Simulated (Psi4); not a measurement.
# InF (SMILES [F][In]): B3LYP/def2-SVP (core potential, sweep point 8)

Aim: the vertical electron affinity of InF at B3LYP/def2-SVP (core potential, sweep point 8), from 2 runs. 

The results are computed with Psi4 1.11.

4 further runs of the same task are left out: 4 set aside as unsound or not needed.

## Step 1: The system as given

The species is InF (2 atoms), meant as a singlet with charge 0. SMILES: `[F][In]`. Geometry: a GFN2-xTB relaxation, a rough one for these elements and not checked as a minimum.

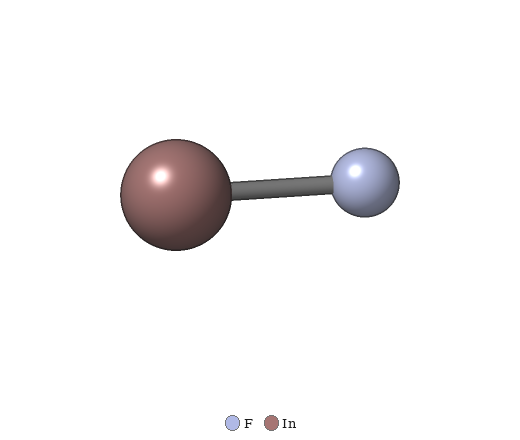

Viewed from a chosen angle; fluorine light blue, indium brown.

## Step 2: The energy at B3LYP/def2-SVP (core potential, sweep point 8)

Input file input.dat:

```
memory 1600 MB

molecule system {
  0 1
  F      0.000000     0.000000     0.000000
  In     0.000000     0.000000     2.025490
  symmetry c1
}

set {
  puream true
  scf_type pk
  dft_radial_points 250
  dft_spherical_points 1202
}

e = energy("b3lyp/def2-SVP")
```

Command:

```console
$ psi4 -n 1 input.dat output.dat
```

output.dat:

```text
[...]
    !!!  WARNING: ECP capability is in beta. Please check occupations closely.  !!!
[...]
  Running in c1 symmetry.
[...]
  Nuclear repulsion =   49.377924757283438
[...]
  Multiplicity = 1
[...]
  Nalpha       = 15
  Nbeta        = 15
[...]
    Number of basis functions: 40
[...]
   @RKS iter   1:  -289.87541161319547   -1.10721e+00   1.49797e-02 DIIS/ADIIS
[...]
   @RKS iter   8:  -290.01895050513440   -2.44441e-08   7.07800e-07 DIIS
[...]
    Orbital Energies [Eh]
    ---------------------
    Doubly Occupied:
       1A    -24.577501     2A     -4.666887     3A     -3.071555
       4A     -3.071555     5A     -3.063065     6A     -1.027764
       7A     -0.760119     8A     -0.760119     9A     -0.753116
      10A     -0.753116    11A     -0.747774    12A     -0.384650
      13A     -0.315899    14A     -0.315899    15A     -0.266456
[...]
  @RKS Final Energy:  -290.01895050513440
   => Energetics <=
    Nuclear Repulsion Energy =             49.3779247572834379
    One-Electron Energy =                -574.0315315177876982
    Two-Electron Energy =                 256.7538670085151580
    DFT Exchange-Correlation Energy =     -22.1192107531452180
    Empirical Dispersion Energy =           0.0000000000000000
    VV10 Nonlocal Energy =                  0.0000000000000000
    Total Energy =                       -290.0189505051343986
[...]
 Multipole Moments:
 ------------------------------------------------------------------------------------
     Multipole            Electronic (a.u.)      Nuclear  (a.u.)        Total (a.u.)
 ------------------------------------------------------------------------------------
 L = 1.  Multiply by 2.5417464519 to convert [e a0] to [Debye]
 Dipole X            :          0.0000000            0.0000000            0.0000000
 Dipole Y            :          0.0000000            0.0000000            0.0000000
 Dipole Z            :         19.3341309          -18.1564068            1.1777241
 Magnitude           :                                                    1.1777241
[...]
```

It took 6.6 s on 1 thread of AMD EPYC 9R14 (Zen 4), shared host; peak memory 0.84 GiB.

## Step 3: The doublet anion, same level

Input file fin.dat:

```
memory 1600 mb

molecule {
  -1 2
  F      0.000000     0.000000     0.000000
  In     0.000000     0.000000     2.025490
  symmetry c1
}

set basis def2-SVP
set reference uks
set puream true
set scf_type pk
set dft_radial_points 250
set dft_spherical_points 1202
set maxiter 150

result = energy('b3lyp')
```

Command:

```console
$ psi4 -i fin.dat -o fin.out -n 1
```

fin.out:

```text
[...]
    !!!  WARNING: ECP capability is in beta. Please check occupations closely.  !!!
[...]
  Running in c1 symmetry.
[...]
  Nuclear repulsion =   49.377924757283438
[...]
  Multiplicity = 2
[...]
  Nalpha       = 16
  Nbeta        = 15
[...]
    Number of basis functions: 40
[...]
   @UKS iter   1:  -289.81395454180284   -1.04576e+00   1.60664e-02 ADIIS/DIIS
[...]
   @UKS iter   9:  -290.00732960252066   -3.12718e-09   2.88411e-07 DIIS
[...]
   @S^2 Observed:                7.514908848E-01
[...]
    Orbital Energies [Eh]
    ---------------------
    Alpha Occupied:
       1A    -24.365587     2A     -4.427133     3A     -2.833638
       4A     -2.827175     5A     -2.825439     6A     -0.820885
       7A     -0.519299     8A     -0.517929     9A     -0.517187
      10A     -0.511189    11A     -0.509592    12A     -0.172913
      13A     -0.115194    14A     -0.111889    15A     -0.055570
      16A      0.086411
    Alpha Virtual:
      17A      0.128409    18A      0.188607    19A      0.332246
      20A      0.361514    21A      0.363516    22A      0.431166
      23A      0.541536    24A      0.543395    25A      0.584620
[...]
  @UKS Final Energy:  -290.00732960252066
   => Energetics <=
    Nuclear Repulsion Energy =             49.3779247572834379
    One-Electron Energy =                -580.8407411748044069
    Two-Electron Energy =                 263.7281483215457456
    DFT Exchange-Correlation Energy =     -22.2726615065453899
    Empirical Dispersion Energy =           0.0000000000000000
    VV10 Nonlocal Energy =                  0.0000000000000000
    Total Energy =                       -290.0073296025206560
[...]
 Multipole Moments:
 ------------------------------------------------------------------------------------
     Multipole            Electronic (a.u.)      Nuclear  (a.u.)        Total (a.u.)
 ------------------------------------------------------------------------------------
 L = 1.  Multiply by 2.5417464519 to convert [e a0] to [Debye]
 Dipole X            :          0.0000000            0.0000000            0.0000000
 Dipole Y            :         -0.0000000            0.0000000           -0.0000000
 Dipole Z            :         18.7151368          -18.1564068            0.5587299
 Magnitude           :                                                    0.5587299
[...]
```

It took 11 s on 1 thread of AMD EPYC 9R14 (Zen 4), shared host; peak memory 0.84 GiB.

## Step 4: Outcome

At B3LYP/def2-SVP (core potential, sweep point 8):

| quantity | value |
| --- | --- |
| singlet InF: total energy | -290.01895 Eh |
| singlet InF: dipole moment | 2.99 D |
| singlet InF: HOMO energy | -7.25 eV |
| singlet InF: LUMO energy | -1.73 eV |
| singlet InF: HOMO–LUMO gap | 5.52 eV |
| doublet anion: total energy | -290.00733 Eh |
| doublet anion: HOMO energy (highest over α and β) | 2.35 eV |
| doublet anion: LUMO energy (lowest over α and β) | 3.49 eV |
| doublet anion: ⟨S²⟩ | 0.751 |
| vertical electron affinity (to the doublet anion) | -0.316 eV |

**Reading.** The anion lies 0.32 eV (7.3 kcal/mol) above the neutral: the electron isn't bound at this level, and such a value depends on the basis. Without diffuse functions anions come out too high. The HOMO (doublet anion) lies at positive energy, 2.35 eV; only total energies tell whether the electron is bound.
